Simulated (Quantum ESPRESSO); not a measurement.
# Voltage at the next charge: Y2NF2 MXene, 1 layer against an electrode

How the rows were computed: Quantum ESPRESSO 7.5, LDA, GBRV ultrasoft; ESM with bc3, a metal electrode 6.92 Å above the top atoms; cell area 10.390 Å²; ions fixed. V is the potential energy of an electron at the electrode over the slab's Fermi level, divided by e, so that it equals the work function at zero charge; positive charge removes electrons.

| charge (e a cell) | V (V) |
| --- | --- |
| 0 | 3.531 |
| 0.0151 | 5.340 |
| 0.0301 | 7.141 |

One more run was made and is withheld. What is V at a charge of 0.0603 e, and what capacitance do the rows imply?

By hand: The last two rows give dV/dq = (7.141 − 5.340)/(0.0301 − 0.0151) = 120.1 V/e, so C = 1602/(10.390 × 120.1) = 1.28 µF/cm², an effective gap of 8.854/1.28 = 6.89 Å. At constant C, V = 7.141 + 120.1 × 0.0302 = 10.77 V.

What the calculation gave: V = 10.784 V; the estimate misses by −0.02 V, 0.5 % of the step. Over the three intervals C goes 1.29, 1.28 and 1.28 µF/cm².

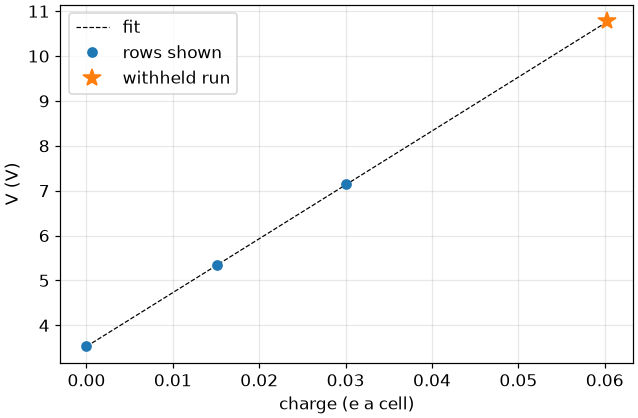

The rows shown, the fit and the withheld run.

Caveats: Vacuum fills the gap; a dielectric or electrolyte would change C. The slab is thin.
